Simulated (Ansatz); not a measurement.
# Run report: BH$_{5}$O$_{2}$, nudged elastic band (part 1 of 2)

The run: nudged elastic band of BH$_{5}$O$_{2}$. Method and program: RKS B3LYP-D4/def2-SVP (Ansatz 0.2.0).

The run did not end well. It belongs to a series of runs on one base structure; here: band between the two ends.

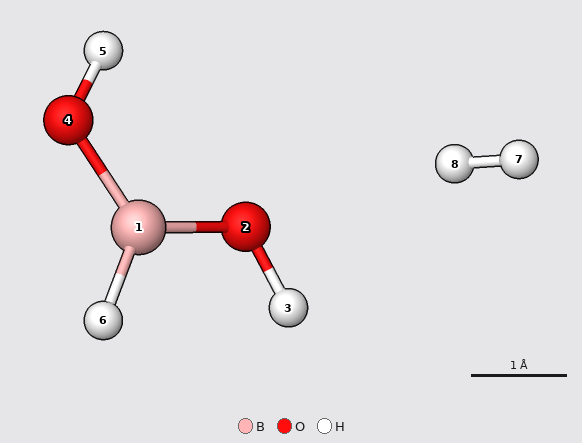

Fig. 1: The starting structure (ball-and-stick view, seen on its broad side; atoms are numbered from 1 in the order of the input). Bond lengths as drawn: B–H 1.21 Å, B–O 1.35 to 1.37 Å, H–H 0.76 Å and H–O 0.96 to 0.97 Å.

**Input**
```yaml
crystal:
  periodic: [false, false, false]
  atoms:
    - { symbol: B, position_ang: [-0.186523, -0.740215, -0.142417] }
    - { symbol: O, position_ang: [0.056507, -0.272659, 1.118717] }
    - { symbol: H, position_ang: [-0.746978, -0.093084, 1.620474] }
    - { symbol: O, position_ang: [0.854446, -1.049417, -0.949802] }
    - { symbol: H, position_ang: [1.709387, -0.901744, -0.519993] }
    - { symbol: H, position_ang: [-1.303906, -0.889813, -0.575684] }
    - { symbol: H, position_ang: [0.233968, 3.011, 1.532836] }
    - { symbol: H, position_ang: [0.3063, 2.26483, 1.401569] }
basis:
  gaussian: { orbitals: def2-SVP }
hamiltonian:
  xc: b3lyp
  dispersion: d4
neb:
  order_check: false
  images: 8
  f_tol: 0.05
  max_iterations: 60
  climbing: false
  final_atoms:
    - { symbol: B, position_ang: [-0.17586144, 0.25324873, -0.31422426] }
    - { symbol: O, position_ang: [-0.14505027, 0.04385462, 1.83350997] }
    - { symbol: H, position_ang: [-0.57393456, 0.85836767, 2.13569021] }
    - { symbol: O, position_ang: [1.16092861, 0.02461508, -0.53830524] }
    - { symbol: H, position_ang: [1.34752063, -0.9024556, -0.7289315] }
    - { symbol: H, position_ang: [-0.99596239, -0.61156669, -0.52792255] }
    - { symbol: H, position_ang: [-0.49788163, 1.41994485, -0.25370142] }
    - { symbol: H, position_ang: [0.80344205, 0.24288934, 1.87958478] }
  initial_path:
    images:
      - { positions_ang: [[-0.186523, -0.740215, -0.142417], [0.056507, -0.272659, 1.118717], [-0.746978, -0.093084, 1.620474], [0.854446, -1.049417, -0.949802], [1.709387, -0.901744, -0.519993], [-1.303906, -0.889813, -0.575684], [0.233968, 3.011, 1.532836], [0.3063, 2.26483, 1.401569]] }
      - { positions_ang: [[-0.14897087, -0.58763252, -0.10415957], [0.05559784, -0.17392002, 1.26430527], [-0.76842589, -0.08527478, 1.74472898], [0.92558535, -0.8500616, -0.89801036], [1.65534369, -0.94986223, -0.57332541], [-1.25212057, -0.71931696, -0.56320254], [0.19764907, 2.6545156, 1.26146525], [0.25854238, 2.0404505, 1.35389837]] }
      - { positions_ang: [[-0.11141874, -0.43505003, -0.06590213], [0.05468867, -0.07518103, 1.40989354], [-0.78987379, -0.07746556, 1.86898396], [0.9967247, -0.6507062, -0.84621872], [1.60130039, -0.99798046, -0.62665782], [-1.20033514, -0.54882092, -0.55072108], [0.16133015, 2.2980312, 0.99009449], [0.21078476, 1.816071, 1.30622775]] }
      - { positions_ang: [[-0.07386661, -0.28246755, -0.0276447], [0.05377951, 0.02355795, 1.55548181], [-0.81132168, -0.06965634, 1.99323894], [1.06786406, -0.45135079, -0.79442708], [1.54725708, -1.04609868, -0.67999023], [-1.14854971, -0.37832489, -0.53823962], [0.12501122, 1.94154681, 0.71872374], [0.16302714, 1.59169149, 1.25855712]] }
      - { positions_ang: [[-0.03631448, -0.12988506, 0.01061273], [0.05287035, 0.12229693, 1.70107008], [-0.83276958, -0.06184711, 2.11749393], [1.13900341, -0.25199539, -0.74263543], [1.49321377, -1.09421691, -0.73332263], [-1.09676428, -0.20782885, -0.52575815], [0.08869229, 1.58506241, 0.44735298], [0.11526951, 1.36731199, 1.21088649]] }
      - { positions_ang: [[-0.03512986, -0.0195002, -0.00847696], [0.0304751, 0.15746511, 1.78049153], [-0.81354253, 0.04386974, 2.17474017], [1.17305703, -0.1326585, -0.69691357], [1.4530064, -1.09429598, -0.75653802], [-1.06254833, -0.17691259, -0.52045133], [0.00737567, 1.4082785, 0.24884882], [0.17050752, 1.14265192, 1.26399936]] }
      - { positions_ang: [[-0.07031276, 0.04868703, -0.08491378], [-0.01340625, 0.12906249, 1.79374614], [-0.75364054, 0.24749422, 2.16497768], [1.17002493, -0.0933401, -0.65726149], [1.42663496, -1.04633588, -0.74963639], [-1.04590184, -0.28557612, -0.52231913], [-0.11893866, 1.41119509, 0.12321126], [0.32874115, 0.91771127, 1.41789571]] }
      - { positions_ang: [[-0.10549565, 0.11687426, -0.16135061], [-0.05728759, 0.10065987, 1.80700075], [-0.69373855, 0.4511187, 2.15521519], [1.16699282, -0.05402171, -0.6176094], [1.40026352, -0.99837579, -0.74273476], [-1.02925536, -0.39423964, -0.52418694], [-0.24525298, 1.41411168, -0.0024263], [0.48697478, 0.69277063, 1.57179207]] }
      - { positions_ang: [[-0.14067854, 0.1850615, -0.23778743], [-0.10116893, 0.07225725, 1.82025536], [-0.63383656, 0.65474319, 2.1454527], [1.16396072, -0.01470332, -0.57795732], [1.37389207, -0.95041569, -0.73583313], [-1.01260887, -0.50290317, -0.52605474], [-0.3715673, 1.41702826, -0.12806386], [0.64520842, 0.46782998, 1.72568842]] }
      - { positions_ang: [[-0.17586144, 0.25324873, -0.31422426], [-0.14505027, 0.04385462, 1.83350997], [-0.57393456, 0.85836767, 2.13569021], [1.16092861, 0.02461508, -0.53830524], [1.34752063, -0.9024556, -0.7289315], [-0.99596239, -0.61156669, -0.52792255], [-0.49788163, 1.41994485, -0.25370142], [0.80344205, 0.24288934, 1.87958478]] }
```

Launch command:
```bash
ansatz run input.yaml --threads 1 --pin off --max-ram 2048MiB --backend cpu --events-out ev --progress --plain --runs-dir out
```

**What the program printed**
```
Engine: ansatz 0.2.0, x86_64-unknown-linux-gnu
Functional definition: B3LYP
  parameter a0 = 0.2
  parameter ax = 0.72
  parameter ac = 0.81
  exchange = (1 - a0 - ax)*slater_x + ax*b88_x + a0*exact_x
  correlation = (1 - ac)*vwn_rpa_c + ac*lyp_c
716 factors; integrals over basis functions are off by at most 3.7e-4 eV
mean field evaluation 1: about -4844.1941 eV, gradient 6.0e1 eV
mean field evaluation 2: about -4836.1808 eV, gradient 9.0e1 eV
mean field evaluation 4: about -4850.4377 eV, gradient 1.6e0 eV
mean field evaluation 8: about -4850.4424 eV, gradient 1.8e-2 eV
mean field -4850.44236924 eV, -178.2504693215 hartree, gradient 4.1e-5 eV, S^2 0.000000; 0 other end points of the search recorded, 0 dependent functions left out
the calculation of the forces begins
reference -4850.44258850 eV, -178.2504773792 hartree; 13, 13 occupied and 54, 54 virtual orbitals, 716 factors
718 factors; integrals over basis functions are off by at most 1.3e-3 eV
mean field evaluation 16: about -4849.1226 eV, gradient 6.4e0 eV
mean field -4849.21764658 eV, -178.2054615939 hartree, gradient 4.3e-5 eV, S^2 0.000000; 0 other end points of the search recorded, 0 dependent functions left out
[... from here on the field's lines of each further geometry are left out, up to the last ...]
NEB iter   1: max|band force component| = 2.566e1 eV/Å  barrier→ = 4.3869 eV  barrier← = 3.1754 eV  Δτ_max = 0.2000 Å  (222 SCF iters)
NEB iter   2: max|band force component| = 2.741e0 eV/Å  barrier→ = 2.3449 eV  barrier← = 1.1335 eV  Δτ_max = 0.2000 Å  (226 SCF iters)
NEB iter   3: max|band force component| = 3.577e0 eV/Å  barrier→ = 2.4239 eV  barrier← = 1.2125 eV  Δτ_max = 0.1010 Å  (217 SCF iters)
NEB iter   4: max|band force component| = 1.083e0 eV/Å  barrier→ = 2.4911 eV  barrier← = 1.2797 eV  Δτ_max = 0.1933 Å  (206 SCF iters)
NEB iter   5: max|band force component| = 1.263e0 eV/Å  barrier→ = 2.4587 eV  barrier← = 1.2473 eV  Δτ_max = 0.1003 Å  (210 SCF iters)
NEB iter   6: max|band force component| = 1.324e0 eV/Å  barrier→ = 2.3968 eV  barrier← = 1.1853 eV  Δτ_max = 0.0506 Å  (195 SCF iters)
NEB iter   7: max|band force component| = 4.826e-1 eV/Å  barrier→ = 2.3818 eV  barrier← = 1.1703 eV  Δτ_max = 0.0511 Å  (186 SCF iters)
NEB iter   8: max|band force component| = 2.203e-1 eV/Å  barrier→ = 2.3755 eV  barrier← = 1.1641 eV  Δτ_max = 0.0810 Å  (184 SCF iters)
NEB iter   9: max|band force component| = 4.180e-1 eV/Å  barrier→ = 2.3580 eV  barrier← = 1.1465 eV  Δτ_max = 0.0403 Å  (184 SCF iters)
NEB iter  10: max|band force component| = 3.882e-1 eV/Å  barrier→ = 2.3267 eV  barrier← = 1.1152 eV  Δτ_max = 0.0403 Å  (185 SCF iters)
NEB iter  11: max|band force component| = 4.252e-1 eV/Å  barrier→ = 2.2615 eV  barrier← = 1.0500 eV  Δτ_max = 0.0802 Å  (185 SCF iters)
NEB iter  12: max|band force component| = 1.065e0 eV/Å  barrier→ = 2.1541 eV  barrier← = 0.9426 eV  Δτ_max = 0.0401 Å  (187 SCF iters)
NEB iter  13: max|band force component| = 6.502e-1 eV/Å  barrier→ = 2.0669 eV  barrier← = 0.8555 eV  Δτ_max = 0.0792 Å  (181 SCF iters)
NEB iter  14: max|band force component| = 5.734e-1 eV/Å  barrier→ = 1.9387 eV  barrier← = 0.7272 eV  Δτ_max = 0.0647 Å  (188 SCF iters)
NEB iter  15: max|band force component| = 5.329e-1 eV/Å  barrier→ = 1.8802 eV  barrier← = 0.6687 eV  Δτ_max = 0.0704 Å  (182 SCF iters)
NEB iter  16: max|band force component| = 4.470e-1 eV/Å  barrier→ = 1.7787 eV  barrier← = 0.5672 eV  Δτ_max = 0.0811 Å  (185 SCF iters)
NEB iter  17: max|band force component| = 3.534e-1 eV/Å  barrier→ = 1.6772 eV  barrier← = 0.4658 eV  Δτ_max = 0.1604 Å  (187 SCF iters)
NEB iter  18: max|band force component| = 3.609e-1 eV/Å  barrier→ = 1.9018 eV  barrier← = 0.6904 eV  Δτ_max = 0.1610 Å  (197 SCF iters)
NEB iter  19: max|band force component| = 4.509e-1 eV/Å  barrier→ = 2.0661 eV  barrier← = 0.8546 eV  Δτ_max = 0.0807 Å  (196 SCF iters)
NEB iter  20: max|band force component| = 3.118e-1 eV/Å  barrier→ = 2.1734 eV  barrier← = 0.9619 eV  Δτ_max = 0.0804 Å  (192 SCF iters)
NEB iter  21: max|band force component| = 4.673e-1 eV/Å  barrier→ = 2.2906 eV  barrier← = 1.0791 eV  Δτ_max = 0.0387 Å  (190 SCF iters)
NEB iter  22: max|band force component| = 5.328e-1 eV/Å  barrier→ = 2.3091 eV  barrier← = 1.0976 eV  Δτ_max = 0.0194 Å  (179 SCF iters)
NEB iter  23: max|band force component| = 3.759e-1 eV/Å  barrier→ = 2.2897 eV  barrier← = 1.0782 eV  Δτ_max = 0.0194 Å  (185 SCF iters)
NEB iter  24: max|band force component| = 1.948e-1 eV/Å  barrier→ = 2.2738 eV  barrier← = 1.0624 eV  Δτ_max = 0.0388 Å  (176 SCF iters)
NEB iter  25: max|band force component| = 2.253e-1 eV/Å  barrier→ = 2.2533 eV  barrier← = 1.0419 eV  Δτ_max = 0.0388 Å  (183 SCF iters)
NEB iter  26: max|band force component| = 2.715e-1 eV/Å  barrier→ = 2.2184 eV  barrier← = 1.0070 eV  Δτ_max = 0.0388 Å  (184 SCF iters)
NEB iter  27: max|band force component| = 4.183e-1 eV/Å  barrier→ = 2.1661 eV  barrier← = 0.9547 eV  Δτ_max = 0.0194 Å  (184 SCF iters)
NEB iter  28: max|band force component| = 4.462e-1 eV/Å  barrier→ = 2.1346 eV  barrier← = 0.9232 eV  Δτ_max = 0.0194 Å  (186 SCF iters)
NEB iter  29: max|band force component| = 4.673e-1 eV/Å  barrier→ = 2.1022 eV  barrier← = 0.8907 eV  Δτ_max = 0.0388 Å  (180 SCF iters)
NEB iter  30: max|band force component| = 5.164e-1 eV/Å  barrier→ = 2.0377 eV  barrier← = 0.8262 eV  Δτ_max = 0.0780 Å  (183 SCF iters)
NEB iter  31: max|band force component| = 5.969e-1 eV/Å  barrier→ = 1.9308 eV  barrier← = 0.7194 eV  Δτ_max = 0.0385 Å  (193 SCF iters)
NEB iter  32: max|band force component| = 5.378e-1 eV/Å  barrier→ = 1.8628 eV  barrier← = 0.6514 eV  Δτ_max = 0.0388 Å  (185 SCF iters)
NEB iter  33: max|band force component| = 5.184e-1 eV/Å  barrier→ = 1.7874 eV  barrier← = 0.5759 eV  Δτ_max = 0.0783 Å  (183 SCF iters)
NEB iter  34: max|band force component| = 4.883e-1 eV/Å  barrier→ = 1.6728 eV  barrier← = 0.4613 eV  Δτ_max = 0.0379 Å  (193 SCF iters)
NEB iter  35: max|band force component| = 3.724e-1 eV/Å  barrier→ = 1.6079 eV  barrier← = 0.3964 eV  Δτ_max = 0.0389 Å  (182 SCF iters)
NEB iter  36: max|band force component| = 3.440e-1 eV/Å  barrier→ = 1.5438 eV  barrier← = 0.3323 eV  Δτ_max = 0.0778 Å  (184 SCF iters)
NEB iter  37: max|band force component| = 2.921e-1 eV/Å  barrier→ = 1.4536 eV  barrier← = 0.2422 eV  Δτ_max = 0.1543 Å  (189 SCF iters)
NEB iter  38: max|band force component| = 2.354e-1 eV/Å  barrier→ = 1.5854 eV  barrier← = 0.3740 eV  Δτ_max = 0.1570 Å  (189 SCF iters)
NEB iter  39: max|band force component| = 2.269e0 eV/Å  barrier→ = 1.7368 eV  barrier← = 0.5253 eV  Δτ_max = 0.0786 Å  (204 SCF iters)
NEB iter  40: max|band force component| = 7.314e-1 eV/Å  barrier→ = 1.4979 eV  barrier← = 0.2864 eV  Δτ_max = 0.1549 Å  (188 SCF iters)
NEB iter  41: max|band force component| = 6.353e-1 eV/Å  barrier→ = 1.5501 eV  barrier← = 0.3386 eV  Δτ_max = 0.1548 Å  (196 SCF iters)
NEB iter  42: max|band force component| = 9.206e-1 eV/Å  barrier→ = 1.6557 eV  barrier← = 0.4443 eV  Δτ_max = 0.0781 Å  (198 SCF iters)
NEB iter  43: max|band force component| = 7.148e-1 eV/Å  barrier→ = 1.6652 eV  barrier← = 0.4538 eV  Δτ_max = 0.1572 Å  (186 SCF iters)
NEB iter  44: max|band force component| = 4.896e-1 eV/Å  barrier→ = 1.8289 eV  barrier← = 0.6175 eV  Δτ_max = 0.1540 Å  (198 SCF iters)
NEB iter  45: max|band force component| = 6.737e-1 eV/Å  barrier→ = 1.9186 eV  barrier← = 0.7072 eV  Δτ_max = 0.0781 Å  (194 SCF iters)
NEB iter  46: max|band force component| = 2.321e-1 eV/Å  barrier→ = 1.9190 eV  barrier← = 0.7075 eV  Δτ_max = 0.1538 Å  (188 SCF iters)
NEB iter  47: max|band force component| = 6.101e-1 eV/Å  barrier→ = 1.7408 eV  barrier← = 0.5293 eV  Δτ_max = 0.0775 Å  (196 SCF iters)
NEB iter  48: max|band force component| = 2.622e-1 eV/Å  barrier→ = 1.6559 eV  barrier← = 0.4444 eV  Δτ_max = 0.1566 Å  (184 SCF iters)
NEB iter  49: max|band force component| = 1.288e0 eV/Å  barrier→ = 1.5634 eV  barrier← = 0.3520 eV  Δτ_max = 0.0776 Å  (194 SCF iters)
NEB iter  50: max|band force component| = 3.640e-1 eV/Å  barrier→ = 1.5432 eV  barrier← = 0.3318 eV  Δτ_max = 0.1542 Å  (184 SCF iters)
NEB iter  51: max|band force component| = 3.540e-1 eV/Å  barrier→ = 1.7111 eV  barrier← = 0.4996 eV  Δτ_max = 0.1536 Å  (202 SCF iters)
NEB iter  52: max|band force component| = 4.512e-1 eV/Å  barrier→ = 1.9206 eV  barrier← = 0.7091 eV  Δτ_max = 0.1502 Å  (194 SCF iters)
NEB iter  53: max|band force component| = 4.574e-1 eV/Å  barrier→ = 1.9487 eV  barrier← = 0.7372 eV  Δτ_max = 0.1493 Å  (194 SCF iters)
NEB iter  54: max|band force component| = 3.014e0 eV/Å  barrier→ = 2.3829 eV  barrier← = 1.1714 eV  Δτ_max = 0.0781 Å  (203 SCF iters)
NEB iter  55: max|band force component| = 1.442e0 eV/Å  barrier→ = 2.0081 eV  barrier← = 0.7967 eV  Δτ_max = 0.1526 Å  (193 SCF iters)
NEB iter  56: max|band force component| = 9.343e-1 eV/Å  barrier→ = 1.8141 eV  barrier← = 0.6026 eV  Δτ_max = 0.1535 Å  (188 SCF iters)
NEB iter  57: max|band force component| = 1.592e0 eV/Å  barrier→ = 1.7194 eV  barrier← = 0.5080 eV  Δτ_max = 0.0765 Å  (182 SCF iters)
NEB iter  58: max|band force component| = 4.397e-1 eV/Å  barrier→ = 1.7162 eV  barrier← = 0.5047 eV  Δτ_max = 0.1541 Å  (193 SCF iters)
NEB iter  59: max|band force component| = 3.752e-1 eV/Å  barrier→ = 2.0632 eV  barrier← = 0.8518 eV  Δτ_max = 0.1495 Å  (202 SCF iters)
the calculation of the forces begins
reference -4849.06651121 eV, -178.1999074716 hartree; 13, 13 occupied and 54, 54 virtual orbitals, 716 factors
these checks for a lower state are left out or cut short: starts, cluster_reference, orbital_swaps, neighbouring_geometries, increment
718 factors; integrals over basis functions are off by at most 1.1e-3 eV
mean field -4849.19850012 eV, -178.2047579744 hartree, gradient 4.2e-5 eV, S^2 0.000000; 0 other end points of the search recorded, 0 dependent functions left out
the calculation of the forces begins
reference -4849.19870824 eV, -178.2047656227 hartree; 13, 13 occupied and 54, 54 virtual orbitals, 718 factors
NEB iter  60: max|band force component| = 9.616e-1 eV/Å  barrier→ = 2.3153 eV  barrier← = 1.1038 eV  Δτ_max = 0.0781 Å  (202 SCF iters)
```
